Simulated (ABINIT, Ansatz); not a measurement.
# Converging GW for CdF2 (Fm-3m) in ABINIT

What does each rung of G0W0 on CdF2 (Fm-3m) cost, and what does it buy?

Program: ABINIT 10.8.3. Level of theory: PBE and many-body steps on it, plane waves. Results are calculated unless marked as measured.

### 1. The structure

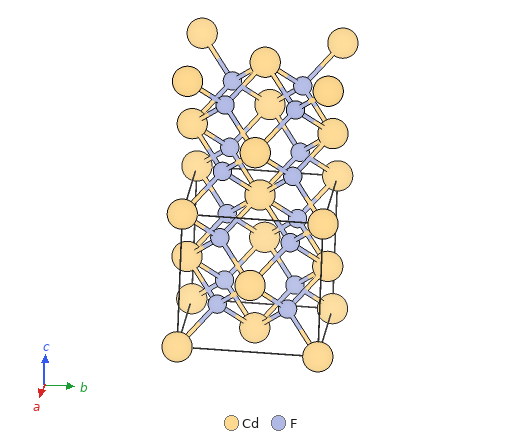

The cell as given, slightly off an axis (cadmium orange, fluorine light blue). 1×1×2 cells are drawn. This picture shows the conventional cell, with its axes. Some periodic images of atoms are drawn too.

The cell and positions come from the Crystallography Open Database and are kept as given unless a step says otherwise.

### 2. Empty states on the mesh, 4×4×4 mesh, 141 bands

This step: ABINIT 10.8.3; DFT, PBE, plane waves, norm-conserving pseudopotentials.

The sums over transitions need many empty states on a uniform mesh; this step solves for them.

File run.abi:

```
acell 3*1.0 Angstrom
rprim 
  0.000000000000 2.694000000000 2.694000000000
  2.694000000000 -0.000000000000 2.694000000000
  2.694000000000 2.694000000000 -0.000000000000
ntypat 2
znucl 48 9
natom 3
typat 1 2 2
xred 
  0.000000000000 0.000000000000 0.000000000000
  0.250000000000 0.250000000000 0.250000000000
  0.750000000000 0.750000000000 0.750000000000
pp_dirpath "pseudos"
pseudos "Cd.upf, F.upf"
ecut 47
ngkpt 4 4 4
nshiftk 1
shiftk 0 0 0
kptopt 1
chksymbreak 0
irdden 1
istwfk *1
nband 141
prtvol 0
optdriver 6
gwr_task "HDIAGO"
paral_kgb 0
occopt 1
indata_prefix "in"
outdata_prefix "out"
tmpdata_prefix "tmp"
```

Run with:

```sh
$ OMP_NUM_THREADS=1 mpirun -n 4 abinit run.abi > log
```

The log of the run:

```text
.Version 10.8.3 of ABINIT. v10.8.2 released Aug 2026.

 Symmetries : space group Fm -3 m (#225); Bravais cF (face-center cubic)
[... echo of the input left out ...]
== DATASET  1 ==================================================================
-   mpi_nproc: 4, omp_nthreads: 1 (-1 if OMP is not activated)

--- !DatasetInfo
iteration_state: {dtset: 1, }
dimensions: {natom: 3, nkpt: 8, mband: 141, nsppol: 1, nspinor: 1, nspden: 1, mpw: 4092, }
cutoff_energies: {ecut:  47.0, pawecutdg:  -1.0, }
[...]
Indirect band gap semiconductor
 Fundamental gap:     3.124 (eV)
   VBM:     3.135 (eV) at k: [-2.5000E-01,  5.0000E-01,  2.5000E-01]
   CBM:     6.259 (eV) at k: [ 0.0000E+00,  0.0000E+00,  0.0000E+00]
 Direct gap:         3.619 (eV) at k: [ 0.0000E+00,  0.0000E+00,  0.0000E+00]

== END DATASET(S) ==============================================================
================================================================================

 -outvars: echo values of variables after computation  --------
           etotal      0.0000000000E+00
            nband         141
             nkpt           8
          spgroup         225
 [... the other variables as echoed above ...]

 Calculation completed.
```

The job ended after 75 s (4 MPI ranks of Arm Neoverse V2, shared host; peak memory 3.8 GiB).

This step gave:

```yaml
gap: 3.124 eV
k_of_the_valence_top: -0.25, 0.5, 0.25
k_of_the_conduction_bottom: 0, 0, 0
least_direct_gap: 3.619 eV
k_points_computed: 8
lowest_point_of_the_top_converged_band_above_the_valence_top: 112.1025 eV
```

On this mesh the gap is 3.124 eV.

The density comes from a self-consistent run that is not shown.

### 3. Screening, 4×4×4 mesh, 31 bands, screening to 76.2 eV

The RPA dielectric matrix is built and inverted for each q.

This step: RPA screening on PBE, plane waves, norm-conserving pseudopotentials.

run.abi: that of step 2 with these lines changed.

```diff
@@ -21,10 +21,11 @@
 chksymbreak 0
-irdden 1
 istwfk *1
-nband 141
-prtvol 0
-optdriver 6
-gwr_task "HDIAGO"
-paral_kgb 0
 occopt 1
+irdwfk 1
+optdriver 3
+nband 31
+ecuteps 2.8
+inclvkb 2
+awtr 1
+symchi 1
 indata_prefix "in"
```

The log of the run:

```text
.Version 10.8.3 of ABINIT. v10.8.2 released Aug 2026.

 Symmetries : space group Fm -3 m (#225); Bravais cF (face-center cubic)
[... echo of the input left out ...]
== DATASET  1 ==================================================================
-   mpi_nproc: 4, omp_nthreads: 1 (-1 if OMP is not activated)

--- !DatasetInfo
iteration_state: {dtset: 1, }
dimensions: {natom: 3, nkpt: 8, mband: 31, nsppol: 1, nspinor: 1, nspden: 1, mpw: 4092, }
cutoff_energies: {ecut:  47.0, pawecutdg:  -1.0, }
electrons: {nelect:   3.40000000E+01, charge:   0.00000000E+00, occopt:   1.00000000E+00, tsmear:   1.00000000E-02, }

 SCREENING: Calculation of the susceptibility and dielectric matrices

 Based on a program developped by R.W. Godby, V. Olevano, G. Onida, and L. Reining.
 Incorporated in ABINIT by V. Olevano, G.-M. Rignanese, and M. Torrent.
.Using double precision arithmetic ; gwpc =  8

[... cell and pseudopotentials left out ...]
--------------------------------------------------------------------------------

 ==== K-mesh for the wavefunctions ====
 Number of points in the irreducible wedge :     8
[... list of points left out ...]
 Together with 48 symmetry operations and time-reversal symmetry
 yields    64 points in the full Brillouin Zone.

 ==== Q-mesh for the screening function ====
 Number of points in the irreducible wedge :     8
[... list of points left out ...]
 Together with 48 symmetry operations and time-reversal symmetry
 yields    64 points in the full Brillouin Zone.

 setmesh: FFT mesh size selected  =    27x   27x   27
          total number of points  =        19683

 vcoul_init : cutoff-mode = AUXILIARY_FUNCTION
 q-points for optical limit:   1
     1)      0.000010    0.000020    0.000030

- screening: taking advantage of time-reversal symmetry
- Maximum band index for partially occupied states nbvw = 17
- Remaining bands to be divided among processors   nbcw = 14
- Number of bands treated by each node ~3

 Number of electrons calculated from density =   34.0000; Expected =   34.0000
 average of density, n =  0.128843
 r_s =    1.2282
 omega_plasma =   34.6246 [eV]

 calculating chi0 at frequencies [eV] :
  1    0.000000E+00    0.000000E+00
  2    0.000000E+00    3.462465E+01

--------------------------------------------------------------------------------
  q-point number  1        q = ( 0.000000, 0.000000, 0.000000) [r.l.u.]
--------------------------------------------------------------------------------
[... chi0 elements left out ...]
 For q-point:  0.000010 0.000020 0.000030
  dielectric constant =   2.6288
  dielectric constant without local fields =   2.6787

  Average fulfillment of the sum rule on Im[epsilon] for q-point    1 :     13.58  [%]
[... wings left out ...]
  q-point number  2        q = ( 0.250000, 0.000000, 0.000000) [r.l.u.]
--------------------------------------------------------------------------------
[... chi0 elements left out ...]
  Average fulfillment of the sum rule on Im[epsilon] for q-point    2 :     26.03  [%]

 [... 6 further q-points ...]
```

Wall time 5.3 s (4 MPI ranks); peak memory 0.63 GiB; 21 s of CPU time.

This step gave:

* ε∞ with local fields, on this mesh, along the program's q direction: 2.629
* the same without local fields: 2.679
* plasma frequency: 34.62 eV
* plane waves in the screening matrix: 59

Local fields lower ε∞ by 2 %. On a Γ-centred mesh this coarse the value itself is usually too large, while a short band sum pulls it down.

### 4. 31 bands, 76.2 eV

The self-energy is evaluated for the states that the input lists, and the levels follow from it, in one-shot runs by the linearised quasiparticle equation.

This step: G0W0 on PBE, plane waves, norm-conserving pseudopotentials.

run.abi: that of step 3 with these lines changed.

```diff
@@ -24,8 +24,17 @@
 irdwfk 1
-optdriver 3
+optdriver 4
 nband 31
+gwcalctyp 0
+ecutsigx 47
+symsigma 1
+nkptgw 2
+kptgw 
+  -0.2500000000 0.5000000000 0.2500000000
+  0.0000000000 0.0000000000 0.0000000000
+bdgw 
+  16 19
+  15 21
 ecuteps 2.8
-inclvkb 2
-awtr 1
-symchi 1
+irdscr 1
+ppmodel 1
 indata_prefix "in"
```

The log of the run:

```text
.Version 10.8.3 of ABINIT. v10.8.2 released Aug 2026.

 Symmetries : space group Fm -3 m (#225); Bravais cF (face-center cubic)
[... echo of the input left out ...]
== DATASET  1 ==================================================================
-   mpi_nproc: 4, omp_nthreads: 1 (-1 if OMP is not activated)

--- !DatasetInfo
iteration_state: {dtset: 1, }
dimensions: {natom: 3, nkpt: 8, mband: 31, nsppol: 1, nspinor: 1, nspden: 1, mpw: 4092, }
cutoff_energies: {ecut:  47.0, pawecutdg:  -1.0, }
electrons: {nelect:   3.40000000E+01, charge:   0.00000000E+00, occopt:   1.00000000E+00, tsmear:   1.00000000E-02, }

 SIGMA: Calculation of the GW corrections

 Based on a program developped by R.W. Godby, V. Olevano, G. Onida, and L. Reining.
 Incorporated in ABINIT by V. Olevano, G.-M. Rignanese, and M. Torrent.
.Using double precision arithmetic ; gwpc =  8

[... cell and pseudopotentials left out ...]
--------------------------------------------------------------------------------

 ==== K-mesh for the wavefunctions ====
 Number of points in the irreducible wedge :     8
[... list of points left out ...]
 Together with 48 symmetry operations and time-reversal symmetry
 yields    64 points in the full Brillouin Zone.

 ==== Q-mesh for screening function ====
 Number of points in the irreducible wedge :     8
[... list of points left out ...]
 Together with 48 symmetry operations and time-reversal symmetry
 yields    64 points in the full Brillouin Zone.

 vcoul_init : cutoff-mode = AUXILIARY_FUNCTION
 q-points for optical limit:   1
     1)      0.000010    0.000020    0.000030
 setmesh: FFT mesh size selected  =    45x   45x   45
          total number of points  =        91125

 Number of electrons calculated from density =   34.0000; Expected =   34.0000
 average of density, n =  0.128843
 r_s =    1.2282
 omega_plasma =   34.6246 [eV]

 === KS Band Gaps ===
  >>>> For spin  1
   Minimum direct gap =   3.6194 [eV], located at k-point      :   0.0000  0.0000  0.0000
   Fundamental gap    =   3.1240 [eV], Top of valence bands at :  -0.2500  0.5000  0.2500
                                       Bottom of conduction at :   0.0000  0.0000  0.0000
 SIGMA fundamental parameters:
 PLASMON POLE MODEL  1
 number of plane-waves for SigmaX                 4015
 number of plane-waves for SigmaC and W             59
 number of plane-waves for wavefunctions          4015
 number of bands                                    31
 number of independent spin polarizations            1
 number of spinorial components                      1
 number of k-points in IBZ                           8
 number of q-points in IBZ                           8
 number of symmetry operations                      48
 number of k-points in BZ                           64
 number of q-points in BZ                           64
 number of frequencies for dSigma/dE                 9
 frequency step for dSigma/dE [eV]                0.25
 number of omega for Sigma on real axis              0
 max omega for Sigma on real axis  [eV]           0.00
 zcut for avoiding poles [eV]                     0.10

 EPSILON^-1 parameters (SCR file):
 dimension of the eps^-1 matrix on file             59
 dimension of the eps^-1 matrix used                59
 number of plane-waves for wavefunctions          4015
 number of bands                                    31
 number of q-points in IBZ                           8
 number of frequencies                               2
 number of real frequencies                          1
 number of imag frequencies                          1

 matrix elements of self-energy operator (all in [eV])

 Perturbative Calculation

--- !SelfEnergy_ee
iteration_state: {dtset: 1, }
kpoint     : [  -0.250,    0.500,    0.250, ]
spin       : 1
KS_gap     :    8.101
QP_gap     :   12.265
Delta_QP_KS:    4.164
data: !SigmaeeData |
     Band     E0 <VxcDFT>   SigX SigC(E0)      Z dSigC/dE  Sig(E)    E-E0       E
       16   2.536 -23.138 -30.563   5.768   0.782  -0.278 -24.434  -1.296   1.240
       17   3.135 -24.392 -31.575   5.540   0.793  -0.261 -25.695  -1.302   1.833
       18  11.236 -16.752 -10.745  -2.640   0.850  -0.177 -13.890   2.861  14.097
       19  14.664 -10.958  -6.360  -2.887   0.860  -0.163  -9.486   1.472  16.135

--- !SelfEnergy_ee
iteration_state: {dtset: 1, }
kpoint     : [   0.000,    0.000,    0.000, ]
spin       : 1
KS_gap     :    3.619
QP_gap     :    6.835
Delta_QP_KS:    3.216
data: !SigmaeeData |
     Band     E0 <VxcDFT>   SigX SigC(E0)      Z dSigC/dE  Sig(E)    E-E0       E
       15   2.640 -24.993 -32.322   5.347   0.805  -0.243 -26.588  -1.595   1.045
       16   2.640 -24.993 -32.322   5.347   0.805  -0.243 -26.588  -1.595   1.045
       17   2.640 -24.993 -32.322   5.347   0.805  -0.243 -26.588  -1.595   1.045
       18   6.259 -12.403  -7.938  -2.609   0.874  -0.145 -10.782   1.621   7.880
       19  15.876 -10.202  -4.669  -3.111   0.870  -0.149  -8.095   2.107  17.983
       20  15.876 -10.202  -4.669  -3.111   0.870  -0.149  -8.095   2.107  17.983
       21  15.876 -10.202  -4.669  -3.111   0.870  -0.149  -8.095   2.107  17.983

== END DATASET(S) ==============================================================
================================================================================

 -outvars: echo values of variables after computation  --------
           etotal      0.0000000000E+00
            nband          31
             nkpt           8
          spgroup         225
 [... the other variables as echoed above ...]

 Calculation completed.
```

Run time: 3.1 s. Hardware: 4 MPI ranks; peak memory 0.46 GiB; 12 s of CPU time.

Numbers from this step:

| Quantity | Value |
| --- | --- |
| G0W0 gap on the points computed | 6.047 eV |
| starting gap on the mesh | 3.124 eV |
| k of the valence top | -0.25, 0.5, 0.25 |
| k of the conduction bottom | 0, 0, 0 |
| Z at the valence top | 0.793 |
| Z at the conduction bottom | 0.874 |
| least direct G0W0 gap on the computed points | 6.835 eV |

The gap on the mesh goes from 3.12 eV to 6.05 eV, a correction of +2.92 eV.

### 5. Screening, 4×4×4 mesh, 64 bands, screening to 141.5 eV

This step: RPA screening on PBE, plane waves, norm-conserving pseudopotentials.

run.abi: that of step 4 with these lines changed.

```diff
@@ -24,17 +24,8 @@
 irdwfk 1
-optdriver 4
-nband 31
-gwcalctyp 0
-ecutsigx 47
-symsigma 1
-nkptgw 2
-kptgw 
-  -0.2500000000 0.5000000000 0.2500000000
-  0.0000000000 0.0000000000 0.0000000000
-bdgw 
-  16 19
-  15 21
-ecuteps 2.8
-irdscr 1
-ppmodel 1
+optdriver 3
+nband 64
+ecuteps 5.2
+inclvkb 2
+awtr 1
+symchi 1
 indata_prefix "in"
```

The log of the run:

```text
.Version 10.8.3 of ABINIT. v10.8.2 released Aug 2026.

 Symmetries : space group Fm -3 m (#225); Bravais cF (face-center cubic)
[... echo of the input left out ...]
== DATASET  1 ==================================================================
-   mpi_nproc: 4, omp_nthreads: 1 (-1 if OMP is not activated)

--- !DatasetInfo
iteration_state: {dtset: 1, }
dimensions: {natom: 3, nkpt: 8, mband: 64, nsppol: 1, nspinor: 1, nspden: 1, mpw: 4092, }
cutoff_energies: {ecut:  47.0, pawecutdg:  -1.0, }
electrons: {nelect:   3.40000000E+01, charge:   0.00000000E+00, occopt:   1.00000000E+00, tsmear:   1.00000000E-02, }

 SCREENING: Calculation of the susceptibility and dielectric matrices

 Based on a program developped by R.W. Godby, V. Olevano, G. Onida, and L. Reining.
 Incorporated in ABINIT by V. Olevano, G.-M. Rignanese, and M. Torrent.
.Using double precision arithmetic ; gwpc =  8

[... cell and pseudopotentials left out ...]
--------------------------------------------------------------------------------

 ==== K-mesh for the wavefunctions ====
 Number of points in the irreducible wedge :     8
[... list of points left out ...]
 Together with 48 symmetry operations and time-reversal symmetry
 yields    64 points in the full Brillouin Zone.

 ==== Q-mesh for the screening function ====
 Number of points in the irreducible wedge :     8
[... list of points left out ...]
 Together with 48 symmetry operations and time-reversal symmetry
 yields    64 points in the full Brillouin Zone.

 setmesh: FFT mesh size selected  =    30x   30x   30
          total number of points  =        27000

 vcoul_init : cutoff-mode = AUXILIARY_FUNCTION
 q-points for optical limit:   1
     1)      0.000010    0.000020    0.000030

- screening: taking advantage of time-reversal symmetry
- Maximum band index for partially occupied states nbvw = 17
- Remaining bands to be divided among processors   nbcw = 47
- Number of bands treated by each node ~11

 Number of electrons calculated from density =   34.0000; Expected =   34.0000
 average of density, n =  0.128843
 r_s =    1.2282
 omega_plasma =   34.6246 [eV]

 calculating chi0 at frequencies [eV] :
  1    0.000000E+00    0.000000E+00
  2    0.000000E+00    3.462465E+01

--------------------------------------------------------------------------------
  q-point number  1        q = ( 0.000000, 0.000000, 0.000000) [r.l.u.]
--------------------------------------------------------------------------------
[... chi0 elements left out ...]
 For q-point:  0.000010 0.000020 0.000030
  dielectric constant =   2.7455
  dielectric constant without local fields =   2.8844

  Average fulfillment of the sum rule on Im[epsilon] for q-point    1 :     40.35  [%]
[... wings left out ...]
  q-point number  2        q = ( 0.250000, 0.000000, 0.000000) [r.l.u.]
--------------------------------------------------------------------------------
[... chi0 elements left out ...]
  Average fulfillment of the sum rule on Im[epsilon] for q-point    2 :     57.44  [%]

 [... 6 further q-points ...]
```

It took 16 s on 4 MPI ranks; peak memory 0.84 GiB; 63 s of CPU time.

This step gave:

```
ε∞ with local fields, on this mesh, along the program's q direction : 2.745
the same without local fields                                       : 2.884
plasma frequency                                                    : 34.62 eV
plane waves in the screening matrix                                 : 169
```

(Part 1 of 2 ends here.)

[Paths, hosts, dates, memory and timing lines, banners, echoed tables and standing remarks are left out of the program output.]

[Logs are printed without paths, hosts, clocks, repeated set-up lines and the standing remarks that a program may print on its own settings, such as how far it seeks lower states.]

[Runs of the session that timed out or met a known fault of the program may be left out.]

[Hosts, paths, dates, database ids (printed as entryN), source tags and the programs' standing remarks are cut or masked in the printed files.]

[G0W0 gaps are taken among the corrected bands and points alone; a level outside them can change the order at an edge.]

[Where Ansatz stands beside ABINIT at settings called matched, ABINIT's density can come from a denser mesh and the files from another edition; pairs whose starting gaps differed by over 0.03 eV were left out, so agreement reads better than it is.]
